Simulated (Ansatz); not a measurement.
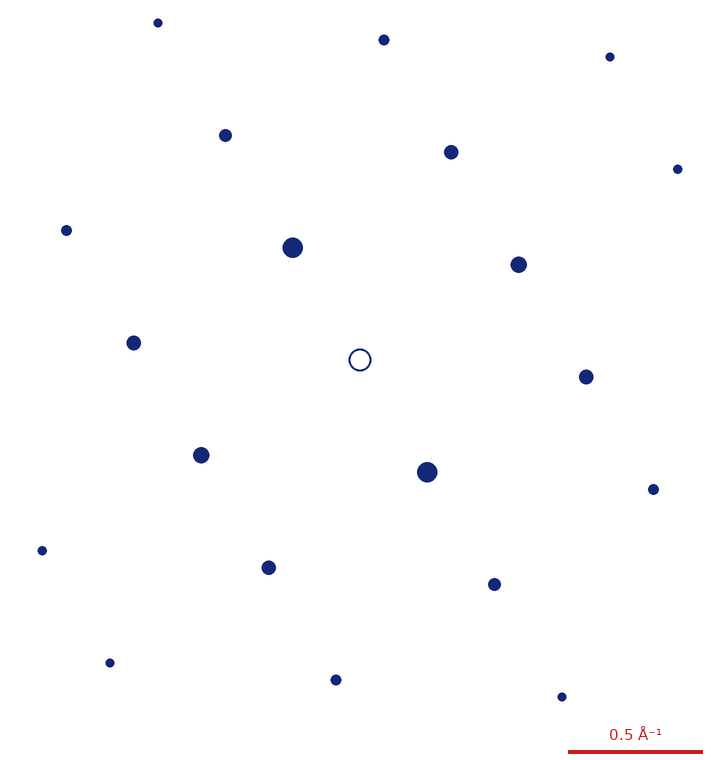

Simulated selected-area electron diffraction pattern (100 kV, kinematic approximation, thin crystal, B = 0.8 Å² for all atoms).

Phase: Cr, space group Im-3m (No. 229), a = 2.88 Å. Structure: the input geometry of an electronic-structure calculation (not necessarily at equilibrium).

**Measure the pattern against the scale bar and name the zone.**

The spots form a rectangular net whose two shortest vectors correspond to d = 2.04 Å and 1.44 Å, 90.0° apart. They index as 1 -1 0 and 0 0 2, so the zone axis is ±[110] (or an equivalent direction of <110>).

**Which reflections of this zone are missing, and why?**

The lattice centring (I) removes all reflections that break h + k + l = 2n.
